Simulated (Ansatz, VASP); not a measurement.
# Si2W: VASP beside Ansatz

One calculation is typed for both programs; each brings its own data sets. How far apart do they land? The cell is taken from a series of VASP runs on this material, whose earlier steps may have relaxed, scaled or displaced it; both programs get it as it stands. Valence electrons are named where the data sets of a main pair hold unlike numbers.

Calculated with Ansatz 0.2.0; plane waves, with VASP 6.6.1 beside it; band structure at LDA and band structure at LDA, spin-orbit coupling.

## Step 1: Set-up

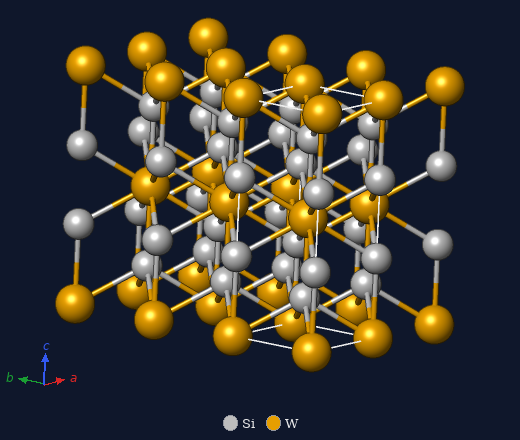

Start, viewed from a free direction; silicon light grey, tungsten orange. 2×3×1 cells are drawn. This picture shows the conventional cell, with its axes. Some periodic images of atoms are drawn too.

## Step 2: VASP: band structure, LDA

A single point gives forces, pressure and levels at one fixed geometry, so differences don't come from the geometry; what else differs is listed under the comparison.

Lines of VASP's logs that name or quote its potential files are left out, and so is its time.

Contents of INCAR:

```
SYSTEM = Si2W
PREC = Accurate
ENCUT = 400
EDIFF = 1E-06
NELM = 100
ISMEAR = 0
SIGMA = 0.05
LREAL = .FALSE.
ALGO = Normal
GGA = CA
NBANDS = 20
LASPH = .TRUE.
LORBIT = 11
LWAVE = .FALSE.
LCHARG = .FALSE.
KPAR = 2
```

Contents of POSCAR:

```
Si2W
1.0
   -1.5936247427      1.5936247427      3.8863588592
    1.5936247427     -1.5936247427      3.8863588592
    1.5936247427      1.5936247427     -3.8863588592
Si W
2 1
Direct
    0.3348864609      0.3348864609      0.0000000000
    0.6651135391      0.6651135391      0.0000000000
    0.0000000000      0.0000000000      0.0000000000
```

Contents of KPOINTS:

```
Automatic mesh
0
Gamma
10 10 10
0 0 0
```

Contents of KPOINTS_OPT:

```
Line mode
16
Line-mode
Reciprocal
  0.00000000   0.00000000   0.00000000 GAMMA
  0.00000000   0.00000000   0.50000000 X

  0.00000000   0.00000000   0.50000000 X
 -0.08407296   0.08407296   0.50000000 Y

 -0.08407296   0.08407296   0.50000000 Y
 -0.29203648   0.29203648   0.29203648 S

 -0.29203648   0.29203648   0.29203648 S
  0.00000000   0.00000000   0.00000000 GAMMA

  0.00000000   0.00000000   0.00000000 GAMMA
  0.50000000   0.50000000  -0.50000000 Z

  0.50000000   0.50000000  -0.50000000 Z
  0.29203648   0.70796352  -0.29203648 S1

  0.29203648   0.70796352  -0.29203648 S1
  0.00000000   0.50000000   0.00000000 N

  0.00000000   0.50000000   0.00000000 N
  0.25000000   0.25000000   0.25000000 P

  0.25000000   0.25000000   0.25000000 P
  0.50000000   0.50000000  -0.08407296 Y1

  0.50000000   0.50000000  -0.08407296 Y1
  0.50000000   0.50000000  -0.50000000 Z

  0.00000000   0.00000000   0.50000000 X
  0.25000000   0.25000000   0.25000000 P
```

PAW data sets: Si and W (LDA family, release 64).

The run is started by

```sh
mpirun -np 2 vasp_std
```

Numbers of over 12 decimals in the logs are rounded to 6 here.

The log of the run:

```text
[banner, memory and clock lines left out]
running    2 mpi-ranks, on    1 nodes
 distrk:  each k-point on    1 cores,    2 groups
 distr:  one band on    1 cores,    1 groups

 POSCAR found type information on POSCAR SiW
 POSCAR found :  2 types and       3 ions
 LDA part: xc-table for (Slater(with rela. corr.)+CA(PZ))
 , standard interpolation
 POSCAR, INCAR and KPOINTS ok, starting setup
 FFT: planning ... GRIDC
 FFT: planning ... GRID_SOFT
 FFT: planning ... GRID
 WAVECAR not read
 entering main loop
       N       E                     dE             d eps       ncg     rms          rms(c)
DAV:   1     0.137880757141E+02    0.13788E+02   -0.47802E+03  4096   0.489E+02
DAV:   2    -0.268954678074E+02   -0.40684E+02   -0.37731E+02  5008   0.119E+02
DAV:   3    -0.283104040887E+02   -0.14149E+01   -0.13920E+01  5100   0.177E+01
DAV:   4    -0.283171383108E+02   -0.67342E-02   -0.67311E-02  4816   0.150E+00
DAV:   5    -0.283171773109E+02   -0.39000E-04   -0.39001E-04  4988   0.114E-01    0.266E+01
DAV:   6    -0.275982469100E+02    0.71893E+00   -0.91517E-01  5284   0.557E+00    0.109E+01
DAV:   7    -0.274729009550E+02    0.12535E+00   -0.16922E-01  4456   0.213E+00    0.553E+00
DAV:   8    -0.274485835409E+02    0.24317E-01   -0.34944E-02  4836   0.101E+00    0.591E-01
DAV:   9    -0.274482812255E+02    0.30232E-03   -0.14728E-03  4500   0.220E-01    0.357E-01
DAV:  10    -0.274482086342E+02    0.72591E-04   -0.22925E-04  4864   0.675E-02    0.120E-01
DAV:  11    -0.274481767466E+02    0.31888E-04   -0.51232E-05  4596   0.337E-02    0.297E-02
DAV:  12    -0.274481768095E+02   -0.62914E-07   -0.18913E-06  4788   0.783E-03
   1 F= -.27448177E+02 E0= -.27447829E+02  d E =-.695642E-03
 Start KPOINTS_OPT (optional k-point list driver)
k-point batch [1-102\176]
       N       E                     dE             ncg
DAV:   1     0.126088020947E+05   -0.21864E+05     4080
DAV:   2     0.831925984370E+04   -0.42895E+04     5132
DAV:   3     0.816637900127E+04   -0.15288E+03     5092
DAV:   4     0.816566056532E+04   -0.71844E+00     5048
DAV:   5     0.816565631487E+04   -0.42504E-02     5184
DAV:   6     0.816565627643E+04   -0.38439E-04     5116
DAV:   7     0.816565627604E+04   -0.38385E-06     4420
k-point batch [103-176\176]
       N       E                     dE             ncg
DAV:   1     0.182473783297E+05   -0.27145E+05     2968
DAV:   2     0.152577130252E+05   -0.29897E+04     3812
DAV:   3     0.151638050685E+05   -0.93908E+02     3600
DAV:   4     0.151633779036E+05   -0.42716E+00     3616
DAV:   5     0.151633755122E+05   -0.23913E-02     3620
DAV:   6     0.151633754928E+05   -0.19462E-04     3772
DAV:   7     0.151633754926E+05   -0.16653E-06     3004
```

From OUTCAR (step 2):

```text
ion  position               nearest neighbor table
   1  0.335  0.335  0.000-   2 2.57   3 2.59   3 2.59   3 2.59   3 2.59   3 2.60   2 2.61   2 2.61
                             2 2.61   2 2.61
   2  0.665  0.665  0.000-   1 2.57   3 2.59   3 2.59   3 2.59   3 2.59   3 2.60   1 2.61   1 2.61
                             1 2.61   1 2.61
   3  0.000  0.000  0.000-   2 2.59   2 2.59   2 2.59   1 2.59   2 2.59   1 2.59   1 2.59   1 2.59
                             1 2.60   2 2.60

  LATTYP: Found a body centered tetragonal cell.
 ALAT       =     3.1872494854
 C/A-ratio  =     2.4386913400

 Subroutine GETGRP returns: Found 16 space group operations
 (whereof 16 operations were pure point group operations)

The static configuration has the point symmetry D_4h.

 Found    102 irreducible k-points:

   k-points           NKPTS =    102   k-points in BZ     NKDIM =    102   number of bands    NBANDS=     20

   dimension x,y,z NGX =    30 NGY =   30 NGZ =   30
   dimension x,y,z NGXF=    60 NGYF=   60 NGZF=   60

   ENCUT  =  400.0 eV  29.40 Ry    5.42 a.u.   7.33  7.33  7.33*2*pi/ulx,y,z

   NELECT =      14.0000    total number of electrons

 k-points in reciprocal lattice and weights: Automatic mesh
   0.00000000  0.00000000  0.00000000       0.001
   0.10000000  0.00000000  0.00000000       0.008
   0.20000000  0.00000000  0.00000000       0.008
   0.30000000 -0.00000000  0.00000000       0.008
   0.40000000  0.00000000  0.00000000       0.008
   0.50000000  0.00000000  0.00000000       0.004
   0.10000000  0.10000000  0.00000000       0.008
   0.20000000  0.10000000  0.00000000       0.016
   0.30000000  0.10000000  0.00000000       0.016
[...]
-0.40000000 -0.40000000  0.40000000       0.002
   0.50000000  0.50000000  0.50000000       0.001

 average (electrostatic) potential at core
       1 -80.5071       2 -80.5071       3 -34.8350

 E-fermi :  10.8085

 k-point     1 :       0.0000    0.0000    0.0000
  band No.  band energies     occupation
    ...
      2       3.8537      2.00000
      3       7.1371      2.00000
      4       7.3598      2.00000
      5       7.9367      2.00000
      6       7.9367      2.00000
      7      11.4366      0.00000
      8      13.7465      0.00000
      9      13.8113      0.00000
     10      14.0346      0.00000
     11      14.0346      0.00000
    ...

 k-point     2 :       0.1000    0.0000    0.0000
  band No.  band energies     occupation
    ...
      3       6.5328      2.00000
      4       7.3664      2.00000
      5       8.0660      2.00000
      6       8.1968      2.00000
      7      10.7587      1.84131
      8      13.1616      0.00000
      9      13.5007      0.00000
     10      14.3683      0.00000
     11      14.8026      0.00000
     12      15.7573      0.00000
    ...

 k-point     3 :       0.2000    0.0000    0.0000
  band No.  band energies     occupation
    ...
      3       5.6430      2.00000
      4       7.1906      2.00000
      5       8.3739      2.00000
      6       8.4122      2.00000
      7       9.7551      2.00000
      8      12.2763      0.00000
      9      13.1056      0.00000
     10      15.3554      0.00000
     11      15.4466      0.00000
     12      16.0900      0.00000
    ...

  Total        0.0022602      0.0022602      0.0022309      0.0000000     -0.0000000      0.0000000
  in kB        0.0917244      0.0917244      0.0905343      0.0000000     -0.0000000      0.0000000
  external PRESSURE =       0.0913277 kB  Pullay stress =       0.0000000 kB

  energy-cutoff  :      400.00
  volume of cell :       39.48
      direct lattice vectors                 reciprocal lattice vectors
    -1.593624743  1.593624743  3.886358859     0.000000000  0.313750149  0.128655129
     1.593624743 -1.593624743  3.886358859     0.313750149  0.000000000  0.128655129
     1.593624743  1.593624743 -3.886358859     0.313750149  0.313750149  0.000000000

 POSITION                                       TOTAL-FORCE (eV/Angst)
 -----------------------------------------------------------------------------------
      0.00000      0.00000      2.60298         0.000000      0.000000     -0.002774
      0.00000      0.00000      5.16974        -0.000000     -0.000000      0.002774
      0.00000      0.00000      0.00000        -0.000000     -0.000000     -0.000000
 -----------------------------------------------------------------------------------
    total drift:                                0.000000      0.000000     -0.000000

  FREE ENERGIE OF THE ION-ELECTRON SYSTEM (eV)
  ---------------------------------------------------
  free  energy   TOTEN  =       -27.4481768095 eV

  energy  without entropy=      -27.4474811677  energy(sigma->0) =      -27.44782899

 total charge
# of ion       s       p       d       tot
------------------------------------------
    1        0.745   0.915   0.000   1.660
    2        0.745   0.915   0.000   1.660
    3        0.571   0.692   4.566   5.829
--------------------------------------------------
tot          2.060   2.521   4.566   9.148

[... 3 further parts left out ...]
```

Spin-orbit coupling is off here; with elements this heavy it splits and shifts levels by tenths of an eV or more. The data set W keeps the semicore shell frozen, which is cheaper and a little less accurate.

## Step 3: Ansatz: band structure, LDA

Ansatz runs on its default PAW (the set named soft_2) files.

The same cell, functional (in two slightly different forms), mesh and smearing now go to Ansatz, which takes its cutoff from its data sets.

Contents of input.yaml:

```yaml
crystal:
  lattice:
    - [-1.5936247427, 1.5936247427, 3.8863588592]
    - [1.5936247427, -1.5936247427, 3.8863588592]
    - [1.5936247427, 1.5936247427, -3.8863588592]
  atoms:
    - { symbol: Si, position: [0.3348864609, 0.3348864609, 0.0] }
    - { symbol: Si, position: [0.6651135391, 0.6651135391, 0.0] }
    - { symbol: W, position: [0.0, 0.0, 0.0] }
hamiltonian:
  xc: lda
  pseudopotentials: { kind: paw }
kpoints:
  mp_grid: { grid: [10, 10, 10] }
  band_path:
    path:
      - [0.0, 0.0, 0.0]
      - [0.0, 0.0, 0.2]
      - [0.0, 0.0, 0.4]
      - [-0.01121, 0.01121, 0.5]
      - [-0.04484, 0.04484, 0.5]
      - [-0.07847, 0.07847, 0.5]
      - [-0.13953, 0.13953, 0.44454]
      - [-0.22272, 0.22272, 0.36136]
      - [-0.29204, 0.29204, 0.29204]
      - [-0.17522, 0.17522, 0.17522]
      - [-0.05841, 0.05841, 0.05841]
      - [0.06667, 0.06667, -0.06667]
      - [0.26667, 0.26667, -0.26667]
      - [0.46667, 0.46667, -0.46667]
      - [0.44454, 0.55546, -0.44454]
      - [0.36136, 0.63864, -0.36136]
      - [0.29204, 0.70796, -0.29204]
      - [0.17522, 0.62478, -0.17522]
      - [0.05841, 0.54159, -0.05841]
      - [0.03333, 0.46667, 0.03333]
      - [0.13333, 0.36667, 0.13333]
      - [0.23333, 0.26667, 0.23333]
      - [0.31667, 0.31667, 0.16091]
      - [0.41667, 0.41667, 0.02728]
      - [0.5, 0.5, -0.08407]
      - [0.5, 0.5, -0.25044]
      - [0.5, 0.5, -0.41681]
      - [0.03333, 0.03333, 0.46667]
      - [0.13333, 0.13333, 0.36667]
      - [0.25, 0.25, 0.25]
    npoints: 1
scf:
  occupations: { method: gaussian, width: 0.05 }
  n_extra_bands: 7
output:
  forces: true
  stress: true
  eigenvalues: true
  write_density: true
  write_potential: true
  elf: true
  volumetric_format: npy
```

The run is started by

```sh
ansatz run input.yaml --threads 2 --pin off --max-ram 4608MiB --backend cpu --events-out ev --progress --plain --runs-dir out
```

The log of the run:

```text
scf.n_extra_bands = 7 over 11 filled bands (N_el = 22.0): the run solves 18 bands
Engine: ansatz 0.2.0, aarch64-unknown-linux-gnu
Pseudopotentials: kind: paw
Pseudopotential: Si, paw, valence charge 4, recommended cutoff 420 eV (normal), Si.paw.azcp
Pseudopotential: W, paw, valence charge 14, recommended cutoff 420 eV (normal), W.paw.azcp
Functional definition: SPW92
  exchange = slater_x
  correlation = pw_c
Crystal: 3 atoms, lattice volume = 39.480 Å³
Basis set: ecut = 420 eV, 769 PW (Γ)
Bands: 18, of which v1, the nominal top of the filled ones, is band 11 counted from 1 (10 counted from 0)
Symmetry: 16 space group operations
Space group: I4/mmm (ITA 139), of the structure as read, at distance tolerance 3.4e-5 Å
k-points: 102 of 1000
Non-local potential: Si, projectors of the file, l = 0: 2, l = 1: 2, l = 2: 2
Non-local potential: W, projectors of the file, l = 0: 3, l = 1: 2, l = 2: 2, l = 3: 1
PAW form: soft (Blöchl's): semilocal exchange-correlation on the pseudo side does not see the compensation charge
PAW frozen core: Si, regenerated for the run's functional, and the local potential with it (the file was generated under x = pbe(κ = 0.804, μ = 0.219515), c = pbe(β = 0.066725))
PAW frozen core: W, regenerated for the run's functional, and the local potential with it (the file was generated under x = pbe(κ = 0.804, μ = 0.219515), c = pbe(β = 0.066725))
PAW one-centre angular grid: Si, 110 points (default); XC on 64 Gauss nodes
PAW one-centre angular grid: W, 590 points (default); XC on 64 Gauss nodes
Initial density: superposition of atomic densities (neutral atoms: chi_scale 0, normalization atom), corrected by the library's trained network
Initial wavefunctions: pseudopotential atomic-orbital guess
Functional: x = slater, c = lda
SCF iter   1: F=—  HF=-11348.462568 eV  |F-HF|=—  |Δ(HF+E_count)|=         —  Δρ=6.71e-3  dr2=1.80e-2  ethr=1.77e-3  ⟨swp⟩=5.4  Hψ=10358  notcnv=0  defer=3
preconditioner: auto → Kerker (q_TF=auto, 2.475 Å⁻¹)  [metal: Δε(μ)=0.015 eV  Ē_g=9.941 eV  σ=0.050 eV  W_gap=0.16  n_scr=10 (ndim 8)  ℏωp=22.1 eV  f_vac=0.000  D(μ)=0.54/eV (n_scr^D=0)]
SCF iter   2: F=—  HF=-11348.459068 eV  |F-HF|=—  |Δ(HF+E_count)|=   3.50e-3  Δρ=3.35e-3  dr2=2.60e-3  ethr=8.16e-5  ⟨swp⟩=1.2  Hψ=2684  notcnv=0  defer=57
SCF iter   3: F=—  HF=-11348.458563 eV  |F-HF|=—  |Δ(HF+E_count)|=   5.06e-4  Δρ=1.04e-3  dr2=2.48e-4  ethr=1.18e-5  ⟨swp⟩=1.9  Hψ=1956  notcnv=0  defer=57
SCF iter   4: F=—  HF=-11348.458498 eV  |F-HF|=—  |Δ(HF+E_count)|=   6.45e-5  Δρ=9.20e-5  dr2=2.77e-6  ethr=1.13e-6  ⟨swp⟩=2.3  Hψ=2376  notcnv=0  defer=57
SCF iter   5: F=—  HF=-11348.458499 eV  |F-HF|=—  |Δ(HF+E_count)|=   5.77e-7  Δρ=1.19e-5  dr2=4.89e-8  ethr=1.26e-8  ⟨swp⟩=2.3  Hψ=2295  notcnv=0  defer=57
SCF iter   6: F=-11348.458499 eV  HF=-11348.458499 eV  |F-HF|=3.77e-10  |Δ(HF+E_count)|=   6.74e-9  Δρ=1.94e-6  dr2=1.26e-9  ethr=2.22e-10  ⟨swp⟩=9.8  Hψ=11771  notcnv=0
SCF 1 converged in 6 iterations: F = -11348.458499 eV  dr2 = 1.26e-9
  greatest PAW one-centre occupation: 1.000 electrons in one spin orbital (limit 2), on the W atom at site 2 (counted from 0), in its partial waves of l = 0
NSCF: frozen V_eff on 30 k-points
SCF converged after 6 iterations
Free energy (F): -11348.458499 eV
Harris-Foulkes:  -11348.458499 eV  (|F-HF|=3.77e-10)
Internal energy: -11348.457755 eV  (E = F + TS)
E sigma→0 (E₀):  -11348.458127 eV
Entropy (-TS):   -0.000744 eV (-0.248 meV/atom)
Fermi energy:    16.904301 eV
--- Per-component energies (eV) ---
  E_band       = -76.616936
  E_kinetic    = 544.774603
  E_local      = -940.837046  (includes V_loc(G=0)·N_el)
  E_nonlocal   = 59.033216
  E_hartree    = 369.118787
  E_xc         = -380.593644
  E_vxc        = -340.962807  (∫ρ·V_xc dr)
  E_paw        = -9282.463578  (= ΣΔE_a)
  E_vpaw       = -136.862720  (= ΣTr[D̂ρ^β])
  E_aug_tail   = -0.000063  (compensation charges beyond the density's cutoff)
  E_ewald      = -1717.941844
  E_core_change = 0.451814  (= ΣΔE_core)
  E_smearing   = -0.000744  (= −TS)
  E_closure    = 0.000000  (closes the sum)
  Σ components = -11348.458499   (vs F -11348.458499, Δ=0.00e0)
--- Forces (eV/Å), atoms counted from 1 ---
  atom   1  Si     0.00000000     0.00000000     0.00290934
  atom   2  Si    -0.00000000    -0.00000000    -0.00290934
  atom   3  W     -0.00000000    -0.00000000     0.00000000
  max |Σ_I F_I| component: 3.47e-17 eV/Å
--- Stress (GPa, compression-positive) ---
       -0.217321       0.000000      -0.000000
        0.000000      -0.217321       0.000000
       -0.000000       0.000000      -0.334686
  P = ⅓ Tr σ = -0.2564 GPa (-2.564 kbar)
--- Band table (eV; the first three rows and the last of 102) ---
  k-point 0: bands = [... 7 lower, 13.4591, 14.0309, 14.0309, 17.5416, 19.8081, 19.8700, 20.0885, 20.0885, ... 3 higher]
  k-point 1: bands = [... 7 lower, 13.2720, 13.5491, 14.9045, 16.1318, 19.4473, 20.3173, 20.3590, 20.7114, ... 3 higher]
  k-point 2: bands = [... 7 lower, 11.9288, 13.8437, 14.1232, 15.2393, 19.7256, 20.7262, 20.8341, 20.8986, ... 3 higher]
  k-point 101: bands = [... 7 lower, 14.2840, 16.1283, 16.1283, 16.3912, 16.3912, 17.7252, 21.4972, 21.9429, ... 3 higher]
```

Elapsed: 5.3 s, on 2 threads of Arm Neoverse N1, shared host; peak memory 0.33 GiB.

Reading the cycles: dr2 is the Hartree energy of the density residual (eV), the measure of convergence; HF is the Harris–Foulkes estimate of the energy, which meets the free energy F at convergence.

## Step 4: Comparison

Known differences besides the potentials themselves: the two LDA forms differ slightly; the data sets hold 22 valence electrons in Ansatz (on its default PAW (the set named soft_2) files) and 14 in VASP; the cutoff is 420 eV in Ansatz and 400 eV in VASP; VASP's log shows a relativistic correction to its local exchange, Ansatz's none. Total energies have different zeros and are not compared.

The two programs side by side:

```tsv
quantity	Ansatz	VASP	difference
pressure (GPa)	-0.26	0.01	-0.27
pressure without Ansatz's Pulay correction (GPa)	-0.31	0.01	-0.32
```

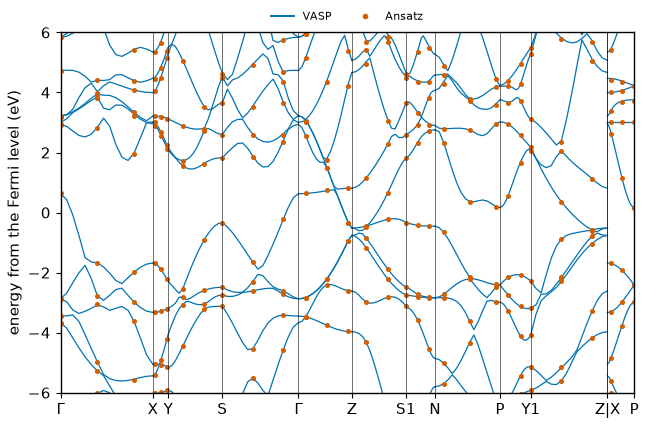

Bands from VASP (lines) and levels from Ansatz (dots). Dots without a line are higher empty bands that the VASP plot leaves out.

At this near-relaxed geometry the largest component of a force difference is 6 meV/Å. Levels from 3 eV below to 2 eV above the Fermi level differ by 12 meV r.m.s. and 48 meV at most; each VASP level is matched to the nearest of Ansatz, which flatters the figure a little. Ansatz's pressure holds a Pulay correction of 0.05 GPa; VASP's holds none.

[end of part 1 of 2]

[Lines on the potential files, build, host, timing and source positions are cut from VASP's logs without a mark.]

[Logs are printed without paths, hosts, clocks, repeated set-up lines and the standing remarks that a program may print on its own settings, such as how far it seeks lower states.]

[Hosts, paths, dates, database ids (printed as entryN), source tags and the programs' standing remarks are cut or masked in the printed files.]
